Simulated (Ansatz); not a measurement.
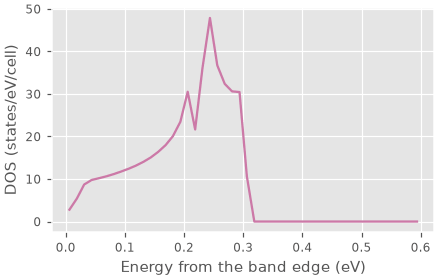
Density of states of CaZrF$_{6}$ (Fm-3m) above the conduction band minimum, PBEsol, rigid bands (Ansatz, a first-principles code); cell volume 154.1 Å³.

Question: What effective density of states at 300 K does this give (∫ g(E) exp(−E/k_BT) dE, both spins, divided by the cell's size)?

Answer: 1.0e21 cm⁻³, a density-of-states mass of 11.8 mₑ, valleys and band degeneracy included.

Spin-orbit coupling is left out. Geometry: cell and atoms relaxed with PBEsol.

Computed structure with no diffraction record at hand here (it may be known, metastable or hypothetical): CaZrF6 (Fm-3m).
